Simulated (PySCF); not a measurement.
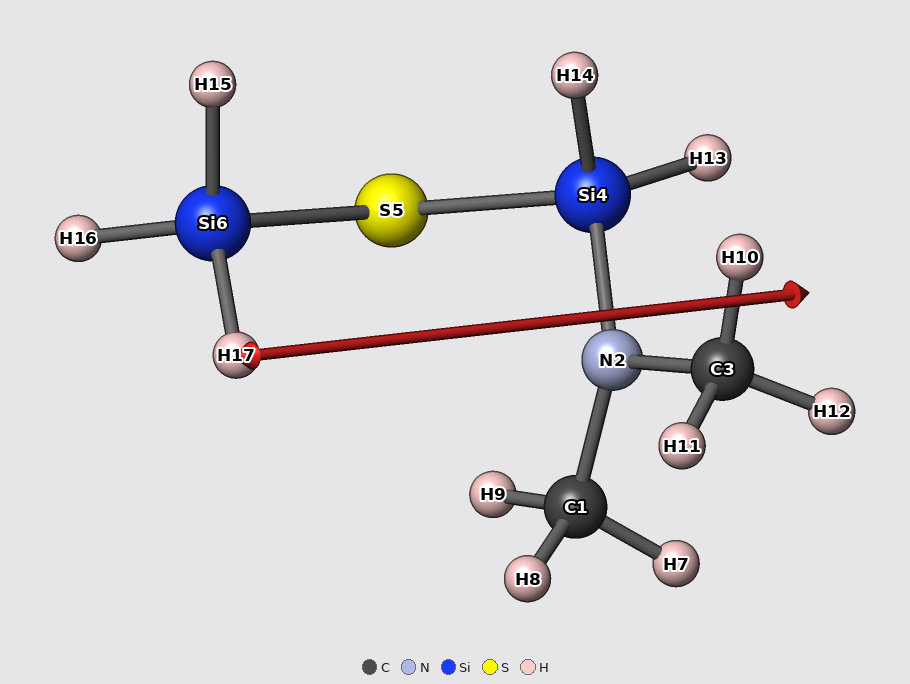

The double arrow shows the direction of the transition dipole to excited singlet state 5 (its length means nothing). The computed structure is the end point of a GFN2-xTB optimisation. No frequency run is at hand to confirm it as a minimum. Method: TDDFT PBE0/def2-SVPD, vertical, gas phase, core orbitals frozen in the response (PySCF 2.14.0).

> How is the transition polarised?

Nearly parallel to the S5–Si6 bond.

> Where does the transition lie, and how strong is it?

6.29 eV (197 nm), oscillator strength 0.024, mainly HOMO → LUMO+3 (weight 0.89); transition dipole 1.00 D.

The geometry is semi-empirical. Around Si such bond lengths and angles can be off by a tenth of an ångström or more and by several degrees, and values that hang on the shape move with them.
